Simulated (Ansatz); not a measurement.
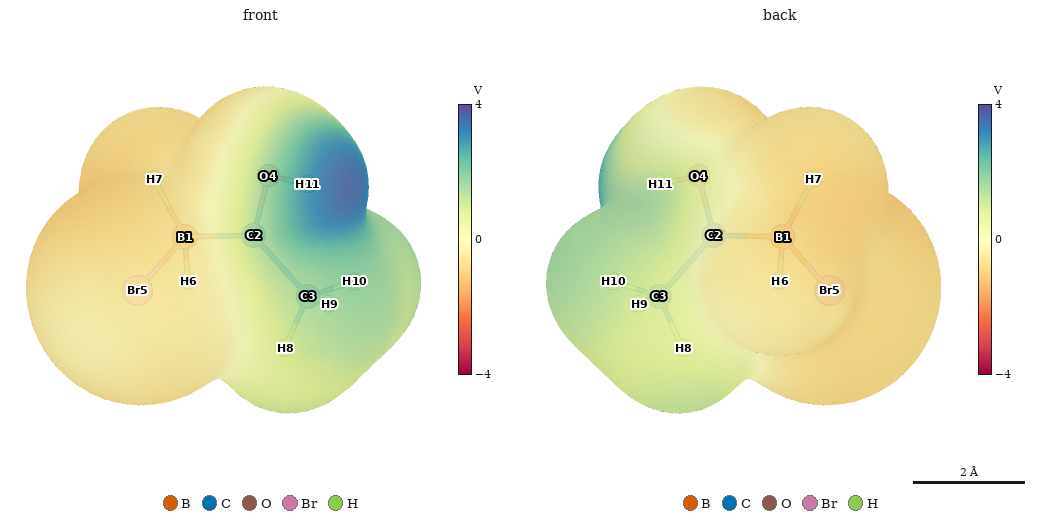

*C₂H₆BBrO. The electrostatic potential painted on the density surface at 0.002 e/bohr³, seen from the front and from behind; the colour scale runs from red (negative) to blue (positive).*

Geometry: PBE0-D4/def2-TZVP.

These are results of RKS PBE0-D4/def2-TZVPP in Ansatz 0.2.0, not measurements.

```csv
atom,x (Å),y (Å),z (Å)
B,-0.9710,1.0784,-0.4842
C,-0.2082,-0.2511,-0.1798
C,0.7524,-0.4241,0.9389
O,-0.4780,-1.3199,-0.8814
Br,0.8073,1.4787,-1.5784
H,-1.0147,1.8526,0.4290
H,-1.8882,0.9967,-1.2453
H,1.1232,0.5357,1.2875
H,1.5943,-1.0718,0.6758
H,0.1970,-0.8988,1.7579
H,0.1511,-2.0333,-0.6997
```

**Describe the electrostatic potential map.**

The most negative region (about −1.0 V) lies over Br5 and H7, the most positive (about +3.5 V) over H11.
